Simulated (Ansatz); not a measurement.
C$_{5}$H$_{5}$NO$_{3}$ (SMILES CC(=O)OC(=O)CC#N)

Input file:

```
crystal:
  periodic: [false, false, false]
  atoms:
    - symbol: C
      position_ang: [-0.556200, 1.248975, 1.997802]
    - symbol: C
      position_ang: [0.790789, 1.018015, 1.380875]
    - symbol: C
      position_ang: [1.532025, 0.084172, -0.724510]
    - symbol: C
      position_ang: [1.640891, -1.328721, -1.283756]
    - symbol: C
      position_ang: [2.319797, -1.395698, -2.573462]
    - symbol: N
      position_ang: [2.849633, -1.474580, -3.598832]
    - symbol: O
      position_ang: [1.830558, 1.507666, 1.688166]
    - symbol: O
      position_ang: [0.687998, 0.058456, 0.359541]
    - symbol: O
      position_ang: [2.055260, 1.061255, -1.156689]
    - symbol: H
      position_ang: [-0.451333, 1.883038, 2.885753]
    - symbol: H
      position_ang: [-1.210127, 1.740957, 1.260092]
    - symbol: H
      position_ang: [-1.024060, 0.288268, 2.259350]
    - symbol: H
      position_ang: [0.630935, -1.762484, -1.359745]
    - symbol: H
      position_ang: [2.181895, -1.941318, -0.541990]
basis:
  gaussian:
    orbitals: def2-SVPD
output: {forces: true, orbitals: {seedname: orbitals}}
hamiltonian:
  xc: pbe0
```

Launched as:

```sh
ansatz run input.yaml --threads 4 --pin off --max-ram 7830MiB --events-out events.jsonl --progress --plain --runs-dir runs
```

Geometry: B3LYP-D3(BJ)/def2-SVP.

Computed with isolated molecule in a Gaussian basis; Kohn-Sham density functional theory, functional PBE0 (Ansatz 0.2.0).

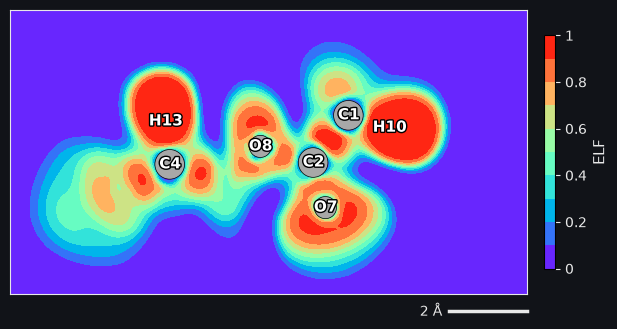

Figure 1. ELF on the plane of atoms C1, C2 and O8. Grey discs cover the atomic cores.

Q: Describe what can be read from this map.

A:
- The section cuts through C, O and H sites.
- C–O (1.19 Å): the ELF peaks at about 0.85 between the atoms: a short, multiple covalent bond.
- C–H (1.10 Å): the ELF climbs to about 1 towards the hydrogen, as it does in any bond to H; a covalent bond by its length.
- C–C (1.50 Å): the ELF peaks at about 0.95 between the atoms; a covalent bond.
- The ELF also peaks beside O7 and O8, away from the bonds: lone-pair regions.

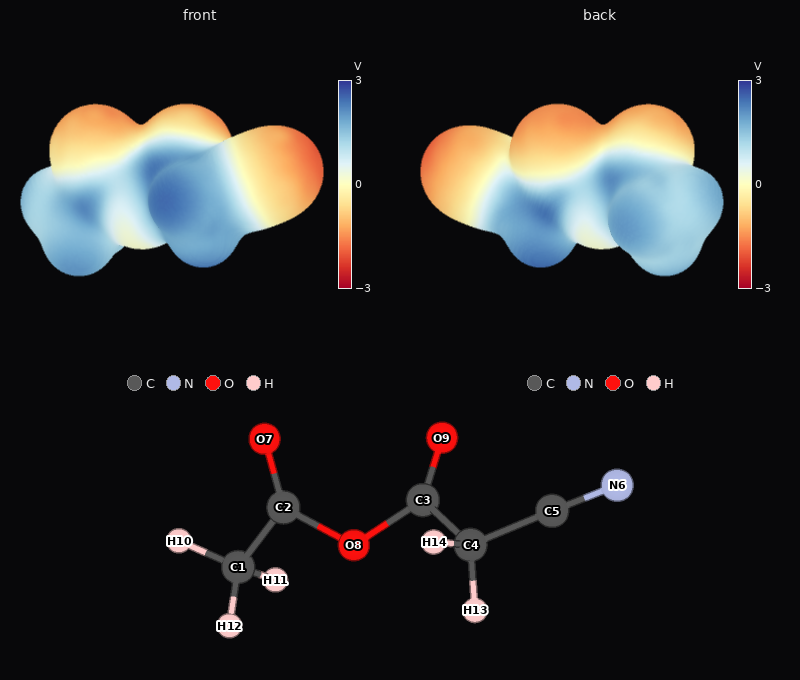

Figure 2. The molecular electrostatic potential painted on the density surface at 0.004 e/bohr³, seen from the front and from behind; the colour scale runs from red (negative) to blue (positive). The bare structure is drawn below in the same view.

Q: Where is the surface potential most negative and most positive?

A: The most negative region (about −1.9 V) lies over N6, the most positive (about +2.5 V) over C3, H13 and H14. N6 is the likeliest acceptor of a hydrogen bond.

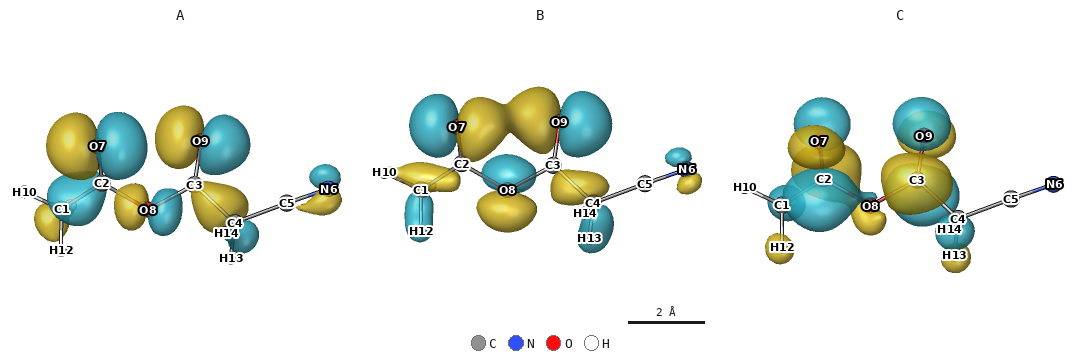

Figure 3. Three frontier orbitals at ±0.1 Å⁻³ᐟ² (yellow and cyan are the two phases), in no order.

Q: Which picture is the HOMO−1, the HOMO and the LUMO?

A: B is the HOMO−1 (−9.41 eV). Its weight (Hirshfeld) is mainly on O9 (about 35 %), O7 (about 25 %), O8 (about 15 %) and C3 (about 5 %); largely a combination of lone pairs on O9, O7 and O8. A is the HOMO (−8.81 eV). By Hirshfeld shares it lies mainly on O7 (about 40 %), O9 (about 25 %), O8 (about 5 %), C2 (about 5 %) and C1 (about 5 %); largely a combination of lone pairs on O7, O9 and O8. C is the LUMO (−1.54 eV). Its weight (Hirshfeld) is mainly on C3 (about 25 %), C2 (about 20 %), O9 (about 15 %), O7 (about 15 %) and O8 (about 5 %).

Q: What is the HOMO–LUMO gap?

A: 7.27 eV between the orbital energies.

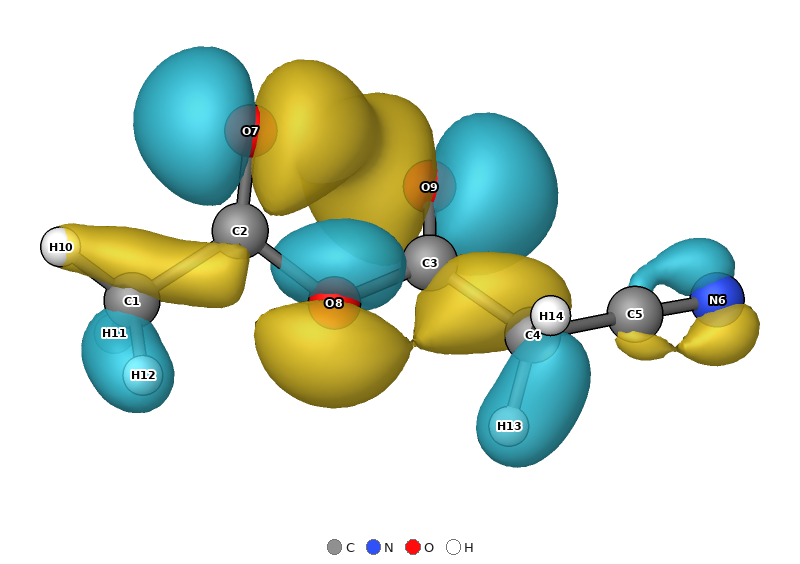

Figure 4. The HOMO−1 at ±0.08 Å⁻³ᐟ² (yellow and cyan are the two phases), seen at a tilt.

Q: What is the character of this orbital?

A: By Hirshfeld shares it lies mainly on O9 (about 35 %), O7 (about 25 %), O8 (about 15 %) and C3 (about 5 %); largely a combination of lone pairs on O9, O7 and O8. Its energy is −9.41 eV.
